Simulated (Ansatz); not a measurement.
The calculation's input:

```
crystal:
  periodic: [false, false, false]
  atoms:
    - {symbol: Si, position_ang: [-2.079063, 0.675814, 0.033126]}
    - {symbol: Si, position_ang: [-1.277637, -1.200417, 0.769737]}
    - {symbol: Zn, position_ang: [-0.667159, -2.847412, -0.710428]}
    - {symbol: H, position_ang: [-2.310678, 1.888184, 0.861210]}
    - {symbol: H, position_ang: [-2.847959, 0.729944, -1.237480]}
    - {symbol: H, position_ang: [-0.547492, -1.014705, 2.058865]}
    - {symbol: H, position_ang: [-0.295371, -3.972867, -1.704822]}
basis:
  gaussian:
    orbitals: def2-TZVPD
hamiltonian:
  xc: pbe0
output:
  forces: true
  orbitals: {seedname: orbitals}
```

Launched as:

```sh
ansatz run input.yaml --threads 1 --pin off --max-ram 2610MiB --events-out events.jsonl --progress --plain --runs-dir runs
```

Geometry: B3LYP/6-31G*.

Method: Ansatz, isolated molecule in a Gaussian basis; Kohn-Sham density functional theory, functional PBE0.

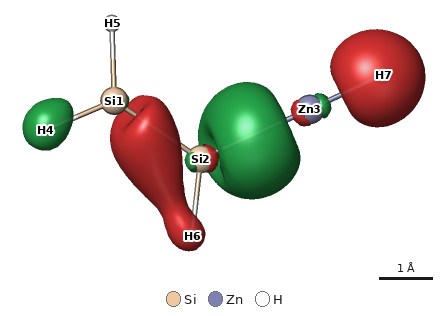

H$_{4}$Si$_{2}$Zn (SMILES [SiH2]=[SiH][ZnH]). The HOMO−1 at ±0.15 Å⁻³ᐟ² (green and red are the two phases), seen at a tilt.

Where does this orbital lie, and at what energy?

By Hirshfeld shares it lies mainly on Si2 (about 35 %), Zn3 (about 25 %), H7 (about 20 %) and Si1 (about 10 %). Its energy is −7.69 eV.
